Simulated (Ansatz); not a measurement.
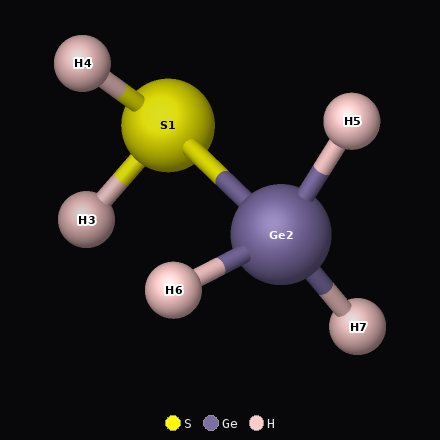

The system is GeH₅S, SMILES [SH2+][GeH3], charge +1; the picture shows the reference structure. 
- The first coordinate is: umbrella angle at S1 (between each of its bonds and their common axis; 90 is planar); the second: change of the bonds S1–Ge2, S1–H3, S1–H4, all alike.
- Nothing is relaxed (all other coordinates rigid).
- The scan uses a 15 × 15 grid.
- Points are written as (first, second).
- Energies are in kJ/mol, from the lowest grid point.
- Level of theory: RKS B3LYP-D4/def2-TZVP in Ansatz 0.2.0.

Its coordinates:

```xyz
7

S    -0.2420   -1.3897   -0.4026
Ge    0.4028    0.9283   -0.0769
H    -0.0262   -1.8264    0.8575
H    -1.5728   -1.2444   -0.2209
H    -0.1290    1.4974   -1.3850
H    -0.3415    1.3031    1.1978
H     1.9088    0.7317    0.0301
```

Range: umbrella angle at S1 (between each of its bonds and their common axis; 90 is planar) from 47.6 to 132.4°; change of the bonds S1–Ge2, S1–H3, S1–H4, all alike from −0.188 to 0.291 Å.

### What will the energy surface look like?

The lowest grid point is at (120.3°, 0.017 Å). There is a further well near (59.7°, 0.017 Å) (3.7 kJ/mol above the lowest at that grid point). The highest grid point, (90.0°, 0.291 Å), lies 238 kJ/mol above the lowest. On the interpolated surface the easiest way out of the lowest well to the well at about (60°, 0.00 Å) passes a barrier of about 78 kJ/mol. Round the minimum the two coordinates are weakly coupled (coupling −0.08 in units of the two stiffnesses).

```csv
"second ↓, first →",47.6,53.7,59.7,65.8,71.8,77.9,83.9,90.0,96.1,102.1,108.2,114.2,120.3,126.3,132.4
0.291,170,152,150,162,183,209,230,238,228,206,180,159,148,151,169
0.256,144,125,123,134,155,181,202,210,200,178,152,131,120,123,143
0.222,121,101,98,109,130,155,176,184,174,152,126,106,95,99,119
0.188,99,78,74,85,106,131,152,159,150,128,103,82,72,76,97
0.154,80,57,53,64,85,110,130,137,128,106,81,60,50,55,78
0.120,64,40,35,45,66,90,110,117,108,87,62,42,32,37,61
0.085,51,26,20,30,50,74,93,100,91,70,46,26,17,23,48
0.051,42,16,9,19,38,62,81,87,78,58,34,15,6,13,40
0.017,39,11,4,12,31,55,73,79,71,51,27,8,0,8,36
−0.017,42,12,4,12,30,53,71,77,69,49,26,7,0,9,39
−0.051,52,21,11,18,36,58,75,81,73,54,32,14,7,17,49
−0.085,71,38,27,33,50,71,88,94,86,68,45,28,22,34,67
−0.120,100,65,53,58,75,95,111,117,109,91,70,53,48,61,96
−0.154,141,104,90,94,110,130,145,150,143,126,105,89,85,99,137
−0.188,195,156,141,144,159,178,192,197,190,173,153,138,136,151,191
```

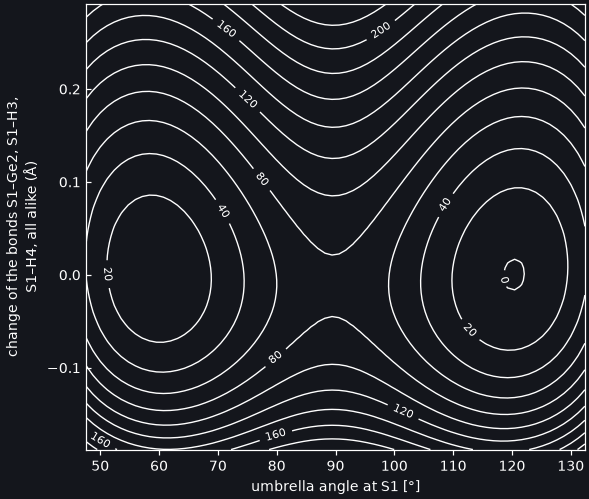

In the figure: contour lines labelled in kJ/mol. Between grid points the surface is interpolated.

Each point was launched as `ansatz run input.yaml --threads 1 --pin off --max-ram 2560MiB --backend cpu --events-out ev --progress --plain --runs-dir out`. The whole map (225 points run) took 23 min on 1 thread of Arm Neoverse N1 (shared host).
